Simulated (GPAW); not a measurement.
# C09-vdW/real-space grid (scalar-relativistic datasets, sweep nbands) run of InI (indium iodide (ini))

Aim: a convergence series of InI (indium iodide (ini)). 

Program for the calculation: GPAW 26.7.0.

3 further runs of the same task are left out: 3 set aside as unsound or not needed. Runs told in other sessions of the task aren't counted.

## (1) The structure to begin with

InI: 2 atoms, total charge 0, spin state singlet. SMILES: `[In][I]`. The shape comes from GFN2-xTB, which is rough for such elements, and wasn't checked as a minimum.

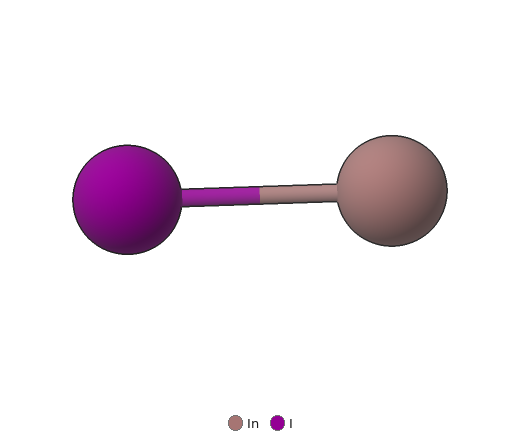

Viewed from a chosen angle; indium brown, iodine purple.

## (2) A convergence series at C09-vdW/real-space grid (scalar-relativistic datasets, sweep nbands)

File IIn.xyz:

```xyz
2

In     0.000000     0.000000     0.000000
I      0.000000     0.000000     2.789210
```

File conv.py:

```python
import numpy as np
from ase.io import read
from ase.units import Debye
from gpaw import GPAW

# Atomic positions
system = read('IIn.xyz')
system.center(vacuum=5.0)

energies, dipoles, levels = [], [], []
for nbands in [11, 12, 15, 20]:
    dft = GPAW(mode='fd',
               h=0.18,
               xc={'name': 'C09-vdW', 'backend': 'libvdwxc'},
               occupations={'name': 'fermi-dirac', 'width': 0.01},
               maxiter=120,
               txt=None,
               nbands=nbands)
    system.calc = dft
    energies.append(system.get_potential_energy())
    dipoles.append(np.linalg.norm(system.get_dipole_moment()) / Debye)
    levels.append(dft.get_homo_lumo())
    print(f'nbands = {nbands}: E = {energies[-1]:.4f} eV, dipole = {dipoles[-1]:.3f} D, HOMO = {levels[-1][0]:.3f} eV, {dft.get_number_of_iterations()} iterations')
```

Run with:

```console
$ python3 conv.py
```

What it wrote:

```text
nbands = 11: E = 108.8282 eV, dipole = 3.658 D, HOMO = -5.966 eV, 19 iterations
nbands = 12: E = 108.8282 eV, dipole = 3.658 D, HOMO = -5.966 eV, 15 iterations
nbands = 15: E = 108.8282 eV, dipole = 3.657 D, HOMO = -5.966 eV, 14 iterations
nbands = 20: E = 108.8282 eV, dipole = 3.657 D, HOMO = -5.966 eV, 13 iterations
```

Wall time 3.2 min (1 thread of Arm Neoverse V1, shared host); peak memory 2.2 GiB.
